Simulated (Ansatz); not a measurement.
Hypothetical I-43d Si3P4, pressure series

Consider Si3P4 (space group I-43d, No. 220; a = 8.083 Å; a hypothetical phase, not in the database extracts checked).

Cell and atoms are relaxed at each pressure.

Levels (all Ansatz, a first-principles code, PAW): PBE (420 eV, no SOC); PBEsol (420 eV, scalar-relativistic without spin-orbit coupling).

The base cell above is that of PBE; each level relaxes its own structures.

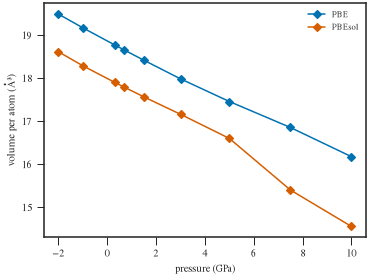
Figure. Volume per atom under two levels

### Question
How do the two levels compare along the series?

### Answer
PBE lies above PBEsol in every row, by 0.82 Å³ to 1.62 Å³. They put the cases in the same order.

Load acts through the strain it causes; cell and atoms are relaxed under it. No phonon test of stability was made. Competing high-pressure phases were not computed. The final runs are not spin-polarised.
